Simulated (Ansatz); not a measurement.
# CH5ClOSi: single points with varied inputs, part 2 of 2

Ansatz 0.2.0, Gaussian basis; the settings change from run to run. The steps go on from the part before.

## (7) BLYP/aug-pcseg-2

Options: D3(BJ) with three-body dispersion.

Contents of in.yaml:

```yaml
crystal:
  periodic: [false, false, false]
  atoms:
    - {symbol: O, position_ang: [-0.200601, 1.578336, -0.712233]}
    - {symbol: C, position_ang: [0.674534, 0.526527, -0.347247]}
    - {symbol: Si, position_ang: [-0.189027, -0.786834, 0.687699]}
    - {symbol: Cl, position_ang: [-1.850504, -1.367100, -0.396948]}
    - {symbol: H, position_ang: [-0.967029, 1.194716, -1.150033]}
    - {symbol: H, position_ang: [1.479333, 0.973990, 0.245002]}
    - {symbol: H, position_ang: [1.150681, 0.064769, -1.224379]}
    - {symbol: H, position_ang: [0.665576, -1.981147, 0.901222]}
    - {symbol: H, position_ang: [-0.674463, -0.249457, 1.979715]}
basis:
  gaussian: {orbitals: aug-pcseg-2}
hamiltonian: {xc: {name: BLYP}, dispersion: d3bjatm}
output: {forces: true}
```

Run with:

```console
$ ansatz run in.yaml --threads 2 --pin off --events-out ev --progress --plain --max-ram 4352MiB
```

What it wrote, shortened:

```text
Functional definition: BLYP
  name "BLYP"
  cite "Becke, Phys. Rev. A 38, 3098 (1988) doi:10.1103/PhysRevA.38.3098"
  cite "Lee, Yang & Parr, Phys. Rev. B 37, 785 (1988) doi:10.1103/PhysRevB.37.785"
[...]
1361 factors; their error is unknown
[...]
mean field -23568.27448744 eV, -866.1181122633 hartree, gradient 1.6e-5 eV, S^2 0.000000; 0 other end points of the search recorded, 0 dependent functions left out
[...]
reference -23568.27491506 eV, -866.1181279781 hartree; 25, 25 occupied and 282, 282 virtual orbitals, 1361 factors
Total energy: -23568.70163833 eV, -866.1338097689 hartree
Atom 0 at    -0.200601     1.578336    -0.712233 Å, force    -0.153413     0.831285    -0.039997 eV/Å
Atom 1 at     0.674534     0.526527    -0.347247 Å, force     0.525606    -0.428977     0.170368 eV/Å
Atom 2 at    -0.189027    -0.786834     0.687699 Å, force     0.244797    -0.100376     0.383504 eV/Å
Atom 3 at    -1.850504    -1.367100    -0.396948 Å, force    -0.423288    -0.156430    -0.265502 eV/Å
Atom 4 at    -0.967029     1.194716    -1.150033 Å, force    -0.424542    -0.127895    -0.243825 eV/Å
Atom 5 at     1.479333     0.973990     0.245002 Å, force     0.114959     0.066185     0.060805 eV/Å
Atom 6 at     1.150681     0.064769    -1.224379 Å, force     0.083612    -0.065050    -0.129273 eV/Å
Atom 7 at     0.665576    -1.981147     0.901222 Å, force     0.039337    -0.042558     0.017145 eV/Å
Atom 8 at    -0.674463    -0.249457     1.979715 Å, force    -0.007067     0.023818     0.046776 eV/Å
Dipole moment:     0.226846    -0.142119     0.042639 e Å
```

Run time: 8 s. Hardware: 2 threads of Arm Neoverse V1, shared host.

Largest force 0.846 eV/Å, dipole 1.30 D.

## (8) wB97M-V/def2-mTZVPP

Options: density fitting with def2-universal-jkfit, high accuracy.

in.yaml, as its differences from that of step 7:

```diff
@@ -13,4 +13,5 @@
 basis:
-  gaussian: {orbitals: aug-pcseg-2}
-hamiltonian: {xc: {name: BLYP}, dispersion: d3bjatm}
+  gaussian: {orbitals: def2-mTZVPP, fitting: {mean_field: def2-universal-jkfit}}
+hamiltonian: {xc: {name: wB97M-V}}
+accuracy: high
 output: {forces: true}
```

Same command.

What it wrote, shortened:

```text
Functional definition: wB97M-V
  name "wB97M-V"
  cite "Mardirossian & Head-Gordon, J. Chem. Phys. 144, 214110 (2016) doi:10.1063/1.4952647"
  cite "Becke, J. Chem. Phys. 107, 8554 (1997) doi:10.1063/1.475007"
  cite "Vydrov & Van Voorhis, J. Chem. Phys. 133, 244103 (2010) doi:10.1063/1.3521275"
  # Of w^i u^j: cxij and so on, Table III.
[...]
  gx(w, u) = 1 - cx + cx01*u + cx10*w
  gss(w, u) = css00 + css04*u^4 + css10*w + css20*w^2 + css43*w^4*u^3
  gos(w, u) = cos00 + cos10*w + (cos20 + cos21*u)*w^2 + (cos60 + cos61*u)*w^6
[...]
      + integral(e_c_pw_mod_opposite_spin*gos(b97_w_opposite, b97_u_opposite)) + vv10(b, c)
498 factors; integrals over basis functions are off by at most 8.8e-1 eV
498 factors; integrals over basis functions are off by at most 4.5e-6 eV
[...]
Total energy: -23565.94390629 eV, -866.0324649856 hartree
Atom 0 at    -0.200601     1.578336    -0.712233 Å, force    -0.184068     0.275398    -0.057074 eV/Å
Atom 1 at     0.674534     0.526527    -0.347247 Å, force     0.310306    -0.348095     0.099529 eV/Å
Atom 2 at    -0.189027    -0.786834     0.687699 Å, force     0.269250     0.018402     0.369737 eV/Å
Atom 3 at    -1.850504    -1.367100    -0.396948 Å, force    -0.219831    -0.069281    -0.154122 eV/Å
Atom 4 at    -0.967029     1.194716    -1.150033 Å, force    -0.076172    -0.002917    -0.055665 eV/Å
Atom 5 at     1.479333     0.973990     0.245002 Å, force    -0.024997    -0.004230    -0.033332 eV/Å
Atom 6 at     1.150681     0.064769    -1.224379 Å, force    -0.022477     0.054686     0.026392 eV/Å
Atom 7 at     0.665576    -1.981147     0.901222 Å, force    -0.101229     0.141878    -0.037051 eV/Å
Atom 8 at    -0.674463    -0.249457     1.979715 Å, force     0.049217    -0.065841    -0.158414 eV/Å
Dipole moment:     0.251744    -0.162407     0.072053 e Å
```

It took 44 s on 2 threads of Arm Neoverse V1, shared host; peak memory 0.52 GiB.

Largest force 0.477 eV/Å, dipole 1.48 D.

## (9) B2PLYP/def2-TZVPD

Options: coordinates scaled by 1.05.

Contents of in.yaml:

```yaml
crystal:
  periodic: [false, false, false]
  atoms:
    - {symbol: O, position_ang: [-0.210631, 1.657252, -0.747845]}
    - {symbol: C, position_ang: [0.708260, 0.552853, -0.364610]}
    - {symbol: Si, position_ang: [-0.198478, -0.826175, 0.722084]}
    - {symbol: Cl, position_ang: [-1.943029, -1.435455, -0.416795]}
    - {symbol: H, position_ang: [-1.015380, 1.254452, -1.207534]}
    - {symbol: H, position_ang: [1.553300, 1.022690, 0.257252]}
    - {symbol: H, position_ang: [1.208215, 0.068008, -1.285597]}
    - {symbol: H, position_ang: [0.698855, -2.080204, 0.946283]}
    - {symbol: H, position_ang: [-0.708186, -0.261930, 2.078701]}
basis:
  gaussian: {orbitals: def2-TZVPD}
hamiltonian: {xc: {name: B2PLYP}}
```

Same command.

What it wrote, shortened:

```text
Functional definition: B2PLYP
  name "B2PLYP"
  cite "Grimme, J. Chem. Phys. 124, 034108 (2006) doi:10.1063/1.2148954"
  cite "Becke, Phys. Rev. A 38, 3098 (1988) doi:10.1103/PhysRevA.38.3098"
  cite "Lee, Yang & Parr, Phys. Rev. B 37, 785 (1988) doi:10.1103/PhysRevB.37.785"
[...]
1400 factors; integrals over basis functions are off by at most 7.9e-4 eV
[...]
mean field -23552.64629428 eV, -865.5437867577 hartree, gradient 2.0e-6 eV, S^2 0.000000; 0 other end points of the search recorded, 0 dependent functions left out
12 core orbitals not correlated: weight in the atoms' cores, before any rotation towards them, 1.000 or more for the frozen orbitals, at most 0.000 for the correlated occupied ones
reference -23552.64648887 eV, -865.5437939088 hartree; 13, 13 occupied and 186, 186 virtual orbitals, 1400 factors
second order -23.98446410 eV of doubles, -0.00000000 eV of singles
Total energy: -23559.12229418 eV, -865.7817753643 hartree
```

Wall time 9 s (2 threads of Arm Neoverse V1, shared host); peak memory 0.55 GiB.

## (10) r2SCANh/x2c-TZVPPall

Options: charge +1, multiplicity 2, restricted open-shell orbitals, high accuracy.

Contents of in.yaml:

```yaml
crystal:
  periodic: [false, false, false]
  atoms:
    - {symbol: O, position_ang: [-0.200601, 1.578336, -0.712233]}
    - {symbol: C, position_ang: [0.674534, 0.526527, -0.347247]}
    - {symbol: Si, position_ang: [-0.189027, -0.786834, 0.687699]}
    - {symbol: Cl, position_ang: [-1.850504, -1.367100, -0.396948]}
    - {symbol: H, position_ang: [-0.967029, 1.194716, -1.150033]}
    - {symbol: H, position_ang: [1.479333, 0.973990, 0.245002]}
    - {symbol: H, position_ang: [1.150681, 0.064769, -1.224379]}
    - {symbol: H, position_ang: [0.665576, -1.981147, 0.901222]}
    - {symbol: H, position_ang: [-0.674463, -0.249457, 1.979715]}
basis:
  gaussian: {orbitals: x2c-TZVPPall}
total_charge: 1
magnetization: {spin_polarized: false, initial_magnetization: 1}
hamiltonian: {xc: {name: r2SCANh}}
accuracy: high
```

The command is unchanged.

What it wrote, shortened:

```text
Functional definition: r2SCANh
  name "r2SCANh"
  cite "Bursch, Neugebauer, Ehlert & Grimme, J. Chem. Phys. 156, 134105 (2022) doi:10.1063/5.0086040"
  cite "Furness, Kaplan, Ning, Perdew & Sun, J. Phys. Chem. Lett. 11, 8208 (2020) doi:10.1021/acs.jpclett.0c02405"
  cite "Furness, Kaplan, Ning, Perdew & Sun, J. Phys. Chem. Lett. 11, 9248 (2020) doi:10.1021/acs.jpclett.0c03077"
  parent r2scan
[...]
3733 factors; integrals over basis functions are off by at most 2.7e-8 eV
[...]
mean field -23612.34437167 eV, -867.7376506371 hartree, gradient 2.3e-8 eV, S^2 0.750000; 6 other end points of the search recorded, 0 dependent functions left out
reference -23612.34437403 eV, -867.7376507236 hartree; 25, 24 occupied and 191, 192 virtual orbitals, 3733 factors
Total energy: -23612.34437403 eV, -867.7376507236 hartree
Relativity: scalar
```

Run time: 68 s. Hardware: 2 threads of Arm Neoverse V1, shared host; peak memory 1.6 GiB.

## (11) All runs side by side

```tsv
level	charge	multiplicity	geometry	functions	energy (eV)	time
r2SCAN/ANO-RCC-VTZP	0	1	shaken	198	-23618.117	14 s
PBE0/STO-3G	0	1	relaxed	33	-23287.765	0.8 s
revPBE0/STO-3G	0	1	relaxed	33	-23294.324	0.8 s
BCCD(T)/6-31G*	0	1	shaken	78	-23527.922	27 s
wB97X-V/STO-3G	1	2	relaxed	33	-23286.687	6 s
BLYP/aug-pcseg-2	0	1	relaxed	307	-23568.702	8 s
wB97M-V/def2-mTZVPP	0	1	relaxed	122	-23565.944	44 s
B2PLYP/def2-TZVPD	0	1	scaled	211	-23559.122	9 s
r2SCANh/x2c-TZVPPall	1	2	relaxed	216	-23612.344	68 s
```

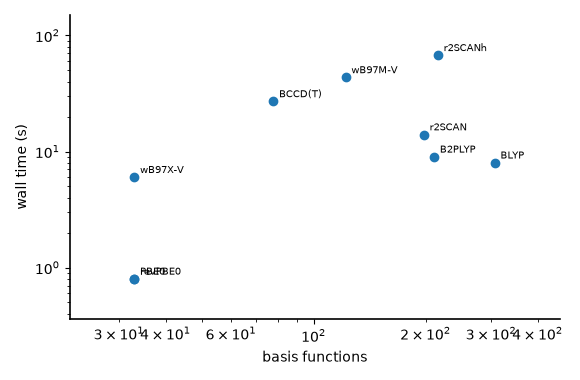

Wall time against the number of basis functions (shared host).

## (12) Results

What follows sums up all 2 parts.

```
                                         quantity                       value
                                             runs                           9
                                         quickest          PBE0/STO-3G, 0.8 s
                                          slowest  r2SCANh/x2c-TZVPPall, 68 s
spread of total energies, same state and geometry                    280.9 eV
                  dipole, same state and geometry              1.30 to 2.19 D
```

**Reading.** Run time spans a factor of 84, from PBE0/STO-3G to r2SCANh/x2c-TZVPPall. The jobs differ in tasks and options as well as level. The totals spread over 281 eV; they can't be compared across methods or bases. At the PBE0-D4/def2-TZVP geometry and in the same state, runs without warnings or point charges leave forces up to 4.34 eV/Å (revPBE0/STO-3G), against 7.3 eV/Å where the atoms were moved. At that geometry and state the dipole changes by 68 % between the lowest and highest value.
